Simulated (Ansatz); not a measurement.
**Convergence study of the plane-wave cutoff for LaMg (Pmm2, 4 atoms in the cell)**

```
CELL_PARAMETERS angstrom
      5.63232     0.00000     0.00000
      0.00000     3.81286     0.00000
      0.00000     0.00000     5.80638
ATOMIC_POSITIONS crystal
  La 0.75000 0.00000 0.80171
  La 0.25000 0.00000 0.20690
  Mg 0.25000 0.50000 0.69324
  Mg 0.75000 0.50000 0.30676
```

Method: PBEsol, default PAW files made with PBE (plane waves; Ansatz, a first-principles code).

Base settings: basis.ecutwfc = 420 eV; kpoints.mp_grid.grid = 3 6 3; hamiltonian.xc = pbesol; hamiltonian.pseudopotentials = {kind: paw} (the program's default PAW files); scf.occupations.method = fermi_dirac; scf.occupations.width = 0.1 eV.

The second cell is the first with its lattice scaled by 0.98.

The mesh stays at the base's, so the ladder's end is converged at best in this setting alone.

The first pressure column holds Ansatz's estimate of the finite-basis (Pulay) stress, which hides part of the cutoff error; the other is without it.

Only quantities that move along the ladder and can be compared are tabulated.

The count of work is k-points × plane waves × bands × iterations; it is no time. 

The starting cell comes from a database of computed structures (which also holds hypothetical and non-ambient phases and stackings), without a prior relaxation at this level. Its lattice was rescaled by up to half a per cent. One atom was moved a little off its site on purpose. Without a gap this mesh is coarse (it stands for a supercell whose shortest vector is 17 Å).

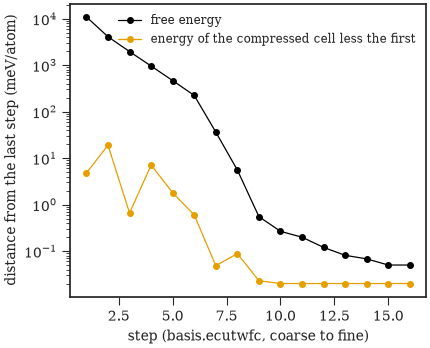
*Distance from the last step along the ladder; very small values are drawn at a floor.*

```csv
basis.ecutwfc,free energy less the last step's (meV/atom),energy of the compressed cell less the first (meV/atom),pressure (GPa),pressure without the Pulay estimate (GPa),largest difference of a force vector from the last step's (eV/Å),count of work / last
145 eV,10924.02,-11.46,-2.51,-219.23,0.549,0.062
170 eV,4087.08,12.27,-0.43,-90.85,0.165,0.068
190 eV,1961.22,-6.05,-1.68,-47.57,0.121,0.085
210 eV,957.06,0.40,-0.98,-25.99,0.016,0.082
230 eV,465.41,-8.50,-1.45,-14.77,0.029,0.094
250 eV,223.24,-6.11,-1.48,-8.72,0.023,0.11
295 eV,36.25,-6.75,-1.57,-3.15,0.000,0.14
335 eV,5.54,-6.79,-1.56,-1.88,0.000,0.19
380 eV,0.55,-6.68,-1.56,-1.59,0.000,0.23
420 eV,0.27,-6.69,-1.56,-1.56,0.000,0.27
460 eV,0.20,-6.69,-1.56,-1.56,0.000,0.31
505 eV,0.12,-6.70,-1.56,-1.56,0.000,0.36
565 eV,0.08,-6.70,-1.56,-1.56,0.000,0.42
630 eV,0.07,-6.70,-1.56,-1.56,0.000,0.50
735 eV,0.04,-6.70,-1.56,-1.56,0.000,0.62
840 eV,0.03,-6.70,-1.56,-1.56,0.000,0.76
1010 eV,0.00,-6.70,-1.56,-1.56,0.000,1.0
```

Coarsest basis.ecutwfc that holds the free energy within 0.5 meV/atom of the last step, with all finer ones: 420 eV, at 0.27 of the last step's count of work; the step before is off by 0.55 meV/atom.

Coarsest basis.ecutwfc that holds the pressure without the Pulay estimate within 0.2 GPa of the last step, with all finer ones: 380 eV, at 0.23 of the last step's count of work; the step before is off by 0.32 GPa.

Coarsest basis.ecutwfc that holds the energy of the compressed cell less the first within 2 meV/atom of the last step, with all finer ones: 230 eV, at 0.094 of the last step's count of work; the step before is off by 7.1 meV/atom.

The energy difference between the two cells stays within 1 meV/atom of the last step's from 250 eV on, the total only from 380 eV on: much of the error is common to both cells and cancels.

At the lowest cutoff the pressure without the Pulay estimate lies 218 GPa under the last step's, the usual sign of Pulay stress in an incomplete plane-wave basis.

Keys are those of Ansatz 0.2.
